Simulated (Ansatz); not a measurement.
Single-point calculation of Ag$_{3}$H$_{3}$ (charge +1)

The run: single-point calculation of Ag$_{3}$H$_{3}$, charge +1, multiplicity 2. Method and program: UHF-CCSD(T), frozen core/def2-SVP (Ansatz 0.2.0).

The geometry comes from this level: B3LYP-D4/def2-TZVP.

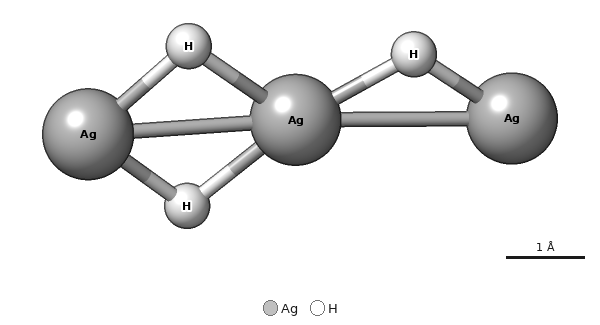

*The structure (ball-and-stick view, seen at a tilt). Sticks mark near contacts.*

Bond lengths as drawn: Ag–Ag 2.74 to 2.87 Å and Ag–H 1.73 to 1.92 Å.

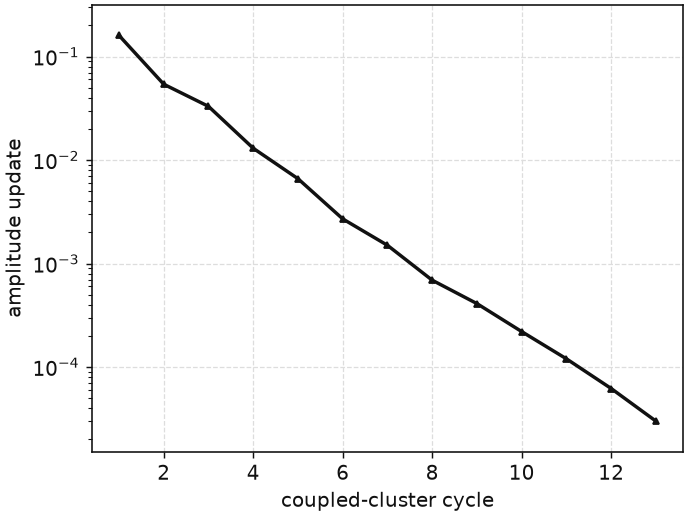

*Convergence of the coupled-cluster equations: amplitude update against the coupled-cluster cycle.*

The residual falls at every step.

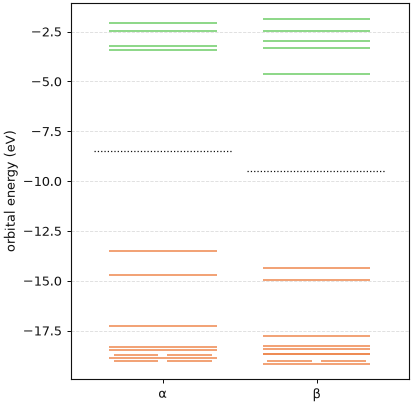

*Orbital energies near the frontier for α and β spins; the dotted line parts filled from empty levels, and levels within 0.02 eV of each other stand side by side.*

α: highest filled −13.52 eV, lowest empty −3.41 eV, 10.11 eV apart; β: highest filled −14.34 eV, lowest empty −4.60 eV, 9.74 eV apart.

The input that produced these results follows, with the program's output.

The input
```yaml
crystal:
  periodic: [false, false, false]
  atoms:
    - {symbol: Ag, position_ang: [-0.794730, 2.383277, 0.383820]}
    - {symbol: Ag, position_ang: [0.504477, -3.003887, -0.446935]}
    - {symbol: Ag, position_ang: [-0.061159, -0.221119, -0.026387]}
    - {symbol: H, position_ang: [0.747872, 1.511908, 0.153558]}
    - {symbol: H, position_ang: [1.195378, -1.430402, -0.282559]}
    - {symbol: H, position_ang: [-1.591848, 0.760223, 0.218504]}
basis:
  gaussian: {orbitals: def2-SVP, initial_orbitals: start.molden}
total_charge: 1
magnetization: {spin_polarized: true, initial_magnetization: 1}
correlation: {method: ccsd_t}
scf: {omitted_lower_state_checks: [starts, cluster_reference]}
output: {orbitals: {seedname: orbitals}}
```

Launched with:
```bash
ansatz run in.yaml --threads 4 --pin off --events-out ev --progress --plain --max-ram 3916MiB
```

What the program printed
```
Functional definition: HF
  name "HF"
  cite "Fock, Z. Phys. 61, 126 (1930) doi:10.1007/BF01340294"
  parent pbe
  exchange = exact_x
  correlation = 0
these checks for a lower state are left out or cut short: starts, cluster_reference
1137 factors; integrals over basis functions are off by at most 6.5e-4 eV
mean field evaluation 1: about -11963.7869 eV, gradient 1.3e1 eV
mean field evaluation 2: about -11964.8271 eV, gradient 1.2e0 eV
mean field evaluation 4: about -11965.2825 eV, gradient 1.1e0 eV
mean field evaluation 8: about -11965.2951 eV, gradient 2.7e-4 eV
mean field -11965.29514781 eV, -439.7164863139 hartree, gradient 5.8e-6 eV, S^2 0.792142; 0 other end points of the search recorded, 0 dependent functions left out
reference -11965.29514781 eV, -439.7164863139 hartree; 30, 29 occupied and 78, 79 virtual orbitals, 1137 factors
second order -29.03253051 eV of doubles, -0.00000000 eV of singles
cycle   1  -27.18537378 eV  change     1.8e0 eV  update   1.6e-1
cycle   2  -27.91219620 eV  change   -7.3e-1 eV  update   5.4e-2
cycle   3  -28.07584636 eV  change   -1.6e-1 eV  update   3.3e-2
cycle   4  -28.06427390 eV  change    1.2e-2 eV  update   1.3e-2
cycle   5  -28.05678474 eV  change    7.5e-3 eV  update   6.6e-3
cycle   6  -28.06570751 eV  change   -8.9e-3 eV  update   2.7e-3
cycle   7  -28.06735660 eV  change   -1.6e-3 eV  update   1.5e-3
cycle   8  -28.06588682 eV  change    1.5e-3 eV  update   6.9e-4
cycle   9  -28.06594524 eV  change   -5.8e-5 eV  update   4.1e-4
cycle  10  -28.06628672 eV  change   -3.4e-4 eV  update   2.2e-4
cycle  11  -28.06598506 eV  change    3.0e-4 eV  update   1.2e-4
cycle  12  -28.06606285 eV  change   -7.8e-5 eV  update   6.2e-5
cycle  13  -28.06610367 eV  change   -4.1e-5 eV  update   3.0e-5
perturbative correction -0.88101614 eV, -0.0323767461 hartree
Total energy: -11994.24226763 eV, -440.7802733459 hartree
Checks for a lower state left out: starts, cluster_reference
```

Key numbers

- outcome: converged
- total energy: −11994.2423 eV
- mean-field energy: −11965.2951 eV
- CCSD correlation: −28.0661 eV
- (T) correction: −0.8810 eV
- T1 diagnostic: 0.018
- ⟨S²⟩: 0.792
- SCF solution under orbital rotations: stable
- HOMO (either spin): −13.52 eV
- LUMO (either spin): −4.60 eV
- hardware: 4 threads of Arm Neoverse V2, 23 GiB of memory available, shared host
- wall time: 2.2 min (CPU time 8.7 min)
- peak memory: 2.2 GiB
